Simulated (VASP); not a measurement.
Band structure of CsSnI₃ (cubic perovskite). These are LDA (Ceperley-Alder, Perdew-Zunger), VASP's LDA PAW potentials (set 64) (plane waves; VASP 6.6.1) values and carry that method's errors.

Unless said otherwise, spin-orbit coupling is left out, though it shifts the bands of the heavy elements here.

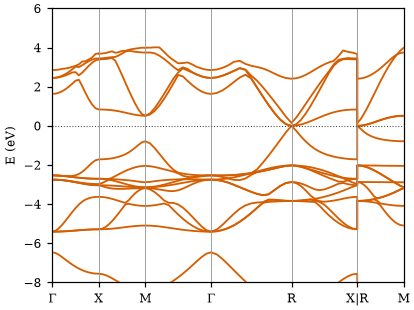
Figure. Bands along high-symmetry lines, zero at the valence-band maximum or, without a gap, the Fermi level

### Question
Read the plot: is there a gap, and where are the band edges?

### Answer
It has no gap at this level: it comes out as a metal or semimetal. (Edges off the drawn lines would not show.)

The compound is CsSnI3 in the cubic perovskite structure, the ideal cubic form; the compound distorts at low or room temperature. It was relaxed first, which changed the volume by -9 %.
